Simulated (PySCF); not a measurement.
Vertical excitations of a molecule C4H4N, multiplicity 2 from TDA-ωB97X/def2-SVPD in PySCF, as energy in eV (oscillator strength): 1.18 (0.001), 2.72 (0.000), 4.51 (0.000), 5.54 (0.000), 6.25 (0.004), 6.50 (0.004), 6.58 (0.001), 6.85 (0.032), 6.85 (0.003), 6.89 (0.065). Geometry: B3LYP-D3(BJ)/def2-SVP. The values are those of a single conformer.

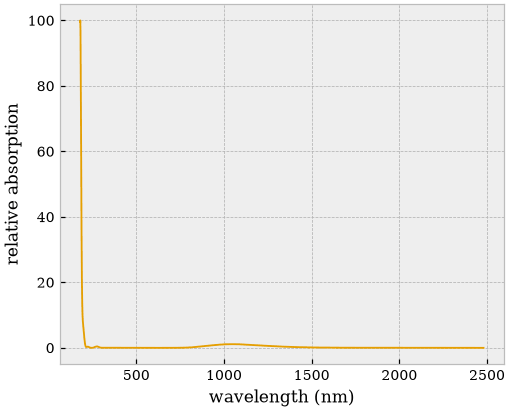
Fig. 1. The lines broadened by 0.4 eV.

Question: Which molecule gave these data?
A) C1=C[N]C=C1
B) [c]1cc[nH]c1
C) [c]1ccc[nH]1

Answer: C, [c]1ccc[nH]1
